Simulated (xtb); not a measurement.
**C2H8BOSi (charge −1): frequency calculation (part 2 of 2)**

The same run, continued: C2H8BOSi, charge −1; GFN2-xTB (xtb 6.7.1 later snapshot). The geometry was optimised with GFN2-xTB. The settings are looser than a standard set-up, so the numbers are not reference values.

Geometry of the input (Å):
```
C  -1.6590  1.6576  0.8822
C  -0.8222  0.6861  0.5526
B  0.7214  0.8222  0.1058
O  1.1365  -0.3738  -0.7056
Si 0.9171  -1.8982  -0.9175
H  -1.3547  2.6955  0.8485
H  -2.6855  1.4953  1.2089
H  -1.2076  -0.3339  0.6126
H  1.4239  0.8544  1.1031
H  0.9130  1.7994  -0.5857
H  -0.4211  -2.3073  -1.4229
H  1.8987  -2.3217  -1.9458
H  1.1394  -2.7756  0.2637
```

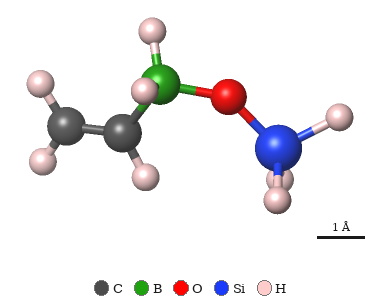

Figure 1. The structure as given in the input (ball-and-stick view, seen at a tilt).

### Log, continued
```
 ---------------------------------------------------------------------------
     1   6      3.972 --     2      1.977     6      0.978     7      0.972
     2   6      3.901 --     1      1.977     8      0.972     3      0.918
     3   5      3.510 --     2      0.918    10      0.915     9      0.900
                             4      0.725
     4   8      2.349 --     5      1.514     3      0.725
     5  14      4.172 --     4      1.514    13      0.872    11      0.870
Molecule has no symmetry elements
It seems to be the C1 point group
                            12      0.862
     6   1      0.999 --     1      0.978
     7   1      0.997 --     1      0.972
     8   1      0.999 --     2      0.972
     9   1      0.952 --     3      0.900
    10   1      0.955 --     3      0.915
    11   1      0.968 --     5      0.870
    12   1      0.962 --     5      0.862
    13   1      0.969 --     5      0.872
 ---------------------------------------------------------------------------

Topologies differ in total number of bonds
Writing topology from bond orders to xtbtopo.mol

molecular dipole:
                 x           y           z       tot (Debye)
 q only:       -0.808      -0.171       0.248
   full:       -1.049      -0.263       0.314       2.862
molecular quadrupole (traceless):
                xx          xy          yy          xz          yz          zz
 q only:       -0.431       4.026      -3.925       3.716      -4.926       4.356
  q+dip:        1.542       3.902      -5.447       3.152      -6.459       3.905
   full:        0.855       3.299      -5.361       3.149      -5.327       4.506

           -------------------------------------------------
          |               Frequency Printout                |
           -------------------------------------------------
 projected vibrational frequencies (cm⁻¹)
eigval :       -0.00    -0.00    -0.00    -0.00    -0.00     0.00
eigval :      -50.17    47.42    96.81   105.67   256.09   360.59
eigval :      451.75   611.99   624.58   668.77   815.12   819.67
eigval :      845.10   857.10   864.53   882.34   969.41  1031.15
eigval :     1058.09  1082.79  1206.42  1234.63  1284.86  1440.81
eigval :     1673.84  1982.92  2013.03  2079.82  2159.82  2256.79
eigval :     2935.41  2963.32  3060.61
 reduced masses (amu)
    1:      4.41    2:      5.06    3:      3.12    4:      5.36    5:      4.35    6:      5.83
    7:      1.25    8:      2.17    9:      2.07   10:      3.21   11:      2.73   12:      2.74
   13:      1.58   14:      1.28   15:      1.59   16:      1.83   17:      1.06   18:      2.55
   19:      1.75   20:      1.07   21:      1.31   22:      1.12   23:      1.06   24:      1.36
   25:      1.11   26:      1.42   27:      1.77   28:      2.13   29:      1.29   30:      1.13
   31:      6.54   32:      1.04   33:      1.05   34:      1.02   35:      1.09   36:      1.05
   37:      1.07   38:      1.09   39:      1.07
 IR intensities (km·mol⁻¹)
    1:      5.90    2:      2.81    3:      1.61    4:     12.77    5:     12.01    6:      4.12
    7:      0.85    8:      0.46    9:      0.52   10:      0.66   11:      0.37   12:      0.16
   13:      1.95   14:     88.21   15:     70.77   16:    122.35   17:    260.80   18:      4.40
   19:      8.19   20:    245.80   21:     27.53   22:    375.48   23:      3.96   24:     21.02
   25:      4.58   26:    490.16   27:    340.16   28:     62.46   29:      3.44   30:     17.73
   31:      2.62   32:    617.51   33:    663.10   34:    286.63   35:    514.19   36:    367.73
   37:    177.13   38:    236.42   39:    124.26
 Raman intensities (Ä⁴*amu⁻¹)
    1:      0.00    2:      0.00    3:      0.00    4:      0.00    5:      0.00    6:      0.00
    7:      0.00    8:      0.00    9:      0.00   10:      0.00   11:      0.00   12:      0.00
   13:      0.00   14:      0.00   15:      0.00   16:      0.00   17:      0.00   18:      0.00
   19:      0.00   20:      0.00   21:      0.00   22:      0.00   23:      0.00   24:      0.00
   25:      0.00   26:      0.00   27:      0.00   28:      0.00   29:      0.00   30:      0.00
   31:      0.00   32:      0.00   33:      0.00   34:      0.00   35:      0.00   36:      0.00
   37:      0.00   38:      0.00   39:      0.00
 output can be read by thermo (or use thermo option).
 writing <g98.out> molden fake output.
 recommended (thermochemical) frequency scaling factor: 1.0
           -------------------------------------------------
          |             Thermodynamic Functions             |
           -------------------------------------------------

c1  symmetry found (for desy threshold:  0.10E+00) used in thermo

          ...................................................
          :                      SETUP                      :
          :.................................................:
          :  # frequencies                          32      :
          :  # imaginary freq.                       1      :
          :  linear?                             false      :
          :  only rotor calc.                    false      :
          :  symmetry                               c1      :
          :  rotational number                       1      :
          :  scaling factor                  1.0000000      :
          :  rotor cutoff                   50.0000000 cm⁻¹ :
          :  imag. cutoff                  -20.0000000 cm⁻¹ :
          :.................................................:

    mode    ω/cm⁻¹     T·S(HO)/kcal·mol⁻¹    T·S(FR)/kcal·mol⁻¹   T·S(vib)
   ------------------------------------------------------------------------
       1     47.42    -1.46755 ( 44.72%)    -1.07177 ( 55.28%)    -1.24877
       2     96.81    -1.04873 ( 93.36%)    -0.86057 (  6.64%)    -1.03624
       3    105.67    -0.99791 ( 95.23%)    -0.83467 (  4.77%)    -0.99012
       4    256.09    -0.50335 ( 99.85%)    -0.57254 (  0.15%)    -0.50345
   ------------------------------------------------------------------------

   temp. (K)  partition function   enthalpy   heat capacity  entropy
                                   cal/mol     cal/K/mol   cal/K/mol   J/K/mol
 298.15  VIB   83.9                 2761.761     18.305     17.265
         ROT  0.158E+06              888.727      2.981     26.768
         INT  0.133E+08             3650.488     21.286     44.033
         TR   0.248E+26             1481.212      4.968     39.302
         TOT                        5131.7008    26.2542    83.3354   348.6755

       T/K    H(0)-H(T)+PV         H(T)/Eh          T*S/Eh         G(T)/Eh
   ------------------------------------------------------------------------
    298.15    0.817789E-02    0.964370E-01    0.395954E-01    0.568417E-01
   ------------------------------------------------------------------------

         :::::::::::::::::::::::::::::::::::::::::::::::::::::
         ::                  THERMODYNAMIC                  ::
         :::::::::::::::::::::::::::::::::::::::::::::::::::::
         :: total free energy         -15.596435993925 Eh   ::
         ::.................................................::
         :: total energy              -15.653277654688 Eh   ::
         :: zero point energy           0.088259130053 Eh   ::
         :: G(RRHO) w/o ZPVE           -0.031417469290 Eh   ::
         :: G(RRHO) contrib.            0.056841660763 Eh   ::
         :::::::::::::::::::::::::::::::::::::::::::::::::::::
imag cut-off (cm-1) :    5.00
 found            1  significant imaginary frequency
 writing imag mode distorted coords to xtbhess.xyz
 for further optimization.

           -------------------------------------------------
          | TOTAL ENERGY              -15.653277654688 Eh   |
          | TOTAL ENTHALPY            -15.556840638905 Eh   |
          | TOTAL FREE ENERGY         -15.596435993925 Eh   |
          | GRADIENT NORM               0.000048727121 Eh/α |
          | HOMO-LUMO GAP               4.590900324140 eV   |
           -------------------------------------------------

------------------------------------------------------------------------
------------------------------------------------------------------------
 total:
 *  cpu-time:     0 d,  0 h,  0 min,  0.372 sec
 * ratio c/w:     1.000 speedup
 SCF:
 *  cpu-time:     0 d,  0 h,  0 min,  0.006 sec
 * ratio c/w:     1.000 speedup
 analytical hessian:
 *  cpu-time:     0 d,  0 h,  0 min,  0.356 sec
 * ratio c/w:     1.000 speedup
```

### File vibspectrum
```
$vibrational spectrum
#  mode     symmetry     wave number   IR intensity    selection rules
#                         cm**(-1)      (km*mol⁻¹)        IR
     1                      -0.00         0.00000          -
     2                      -0.00         0.00000          -
     3                      -0.00         0.00000          -
     4                      -0.00         0.00000          -
     5                      -0.00         0.00000          -
     6                       0.00         0.00000          -
     7        a            -50.17         0.84811         YES
     8        a             47.42         0.46030         YES
     9        a             96.81         0.51681         YES
    10        a            105.67         0.65791         YES
    11        a            256.09         0.36979         YES
    12        a            360.59         0.16261         YES
    13        a            451.75         1.94864         YES
    14        a            611.99        88.21476         YES
    15        a            624.58        70.77202         YES
    16        a            668.77       122.35485         YES
    17        a            815.12       260.80030         YES
    18        a            819.67         4.39922         YES
    19        a            845.10         8.18953         YES
    20        a            857.10       245.79788         YES
    21        a            864.53        27.52859         YES
    22        a            882.34       375.48432         YES
    23        a            969.41         3.96485         YES
    24        a           1031.15        21.01973         YES
    25        a           1058.09         4.57602         YES
    26        a           1082.79       490.16497         YES
    27        a           1206.42       340.16256         YES
    28        a           1234.63        62.46292         YES
    29        a           1284.86         3.44247         YES
    30        a           1440.81        17.73383         YES
    31        a           1673.84         2.61521         YES
    32        a           1982.92       617.50576         YES
    33        a           2013.03       663.10244         YES
    34        a           2079.82       286.62783         YES
    35        a           2159.82       514.18503         YES
    36        a           2256.79       367.72670         YES
    37        a           2935.41       177.12531         YES
    38        a           2963.32       236.41962         YES
    39        a           3060.61       124.25734         YES
$end
```

### Standard error
```
normal termination of xtb
```

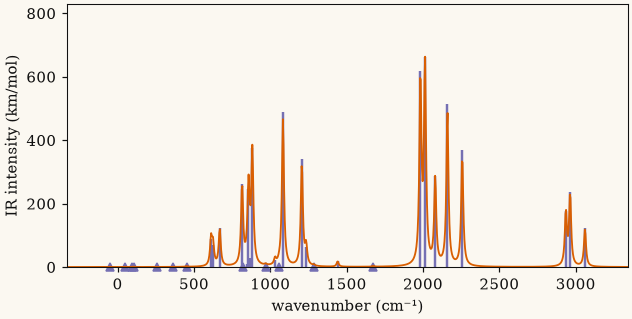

Figure 2. Harmonic infrared spectrum, unscaled: sticks (degenerate modes added up, dark ones marked on the axis) with a Lorentzian envelope of 16 cm⁻¹ full width, scaled to the tallest stick; imaginary modes are drawn at negative wavenumbers. 33 modes from 50i to 3061 cm⁻¹, 1 imaginary beyond 8i (50i cm⁻¹): not a clean minimum; so soft a mode can be a shallow saddle, an incomplete relaxation or noise of the force constants. The strongest line is at 2013 cm⁻¹ (663 km/mol).

### Results in brief

```json
{"quantity": "outcome", "value": "converged"}
{"quantity": "electrons treated", "value": "30"}
{"quantity": "total energy", "value": "−15.653278 hartree"}
{"quantity": "dispersion energy", "value": "−0.010032 hartree"}
{"quantity": "basis functions", "value": "34"}
{"quantity": "HOMO", "value": "−5.03 eV"}
{"quantity": "LUMO", "value": "−0.44 eV"}
{"quantity": "zero-point energy", "value": "0.088259 hartree"}
{"quantity": "wavenumbers, lowest and highest", "value": "50i and 3061 cm⁻¹"}
{"quantity": "hardware", "value": "1 thread of Arm Neoverse V1, 24 GiB of memory available, shared host"}
{"quantity": "peak memory", "value": "0.074 GiB"}
```

Settings chosen away from the usual ones: method = gfn2-xtb; task = frequencies; x = {"hess_step": 0.1}; geo = {"prev": "A"}. These settings are looser than, or depart from, a standard set-up, so the numbers are not reference values for this system.
